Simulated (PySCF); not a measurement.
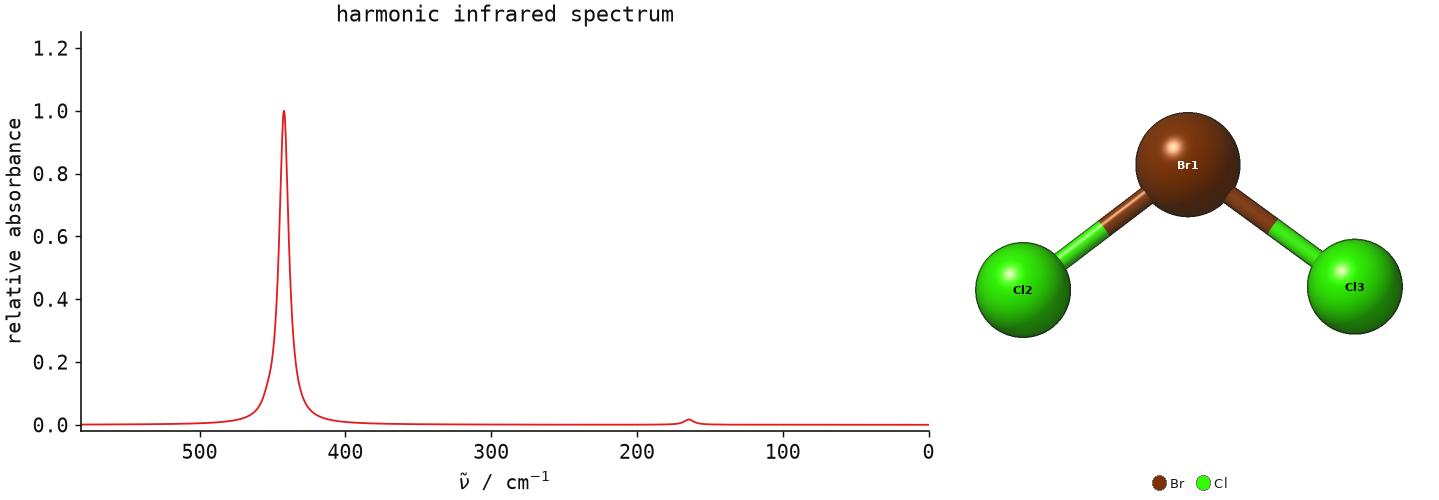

Infrared spectrum of BrCl₂⁺, singlet (point group C2v). Unscaled harmonic wavenumbers and double-harmonic intensities, PBE0/def2-TZVP in PySCF 2.14.0, isolated molecule. The structure is the lowest point that the starts tried gave, with the shape that electron-pair counting expects. Lorentzian lines of 8 cm⁻¹ full width. Close modes add up in the curve.

**List the modes.**

```
 cm⁻¹  km/mol  symmetry
164.4     0.4        a1
442.1    23.9        b2
453.3     0.6        a1
```

Note: no scalar relativity.
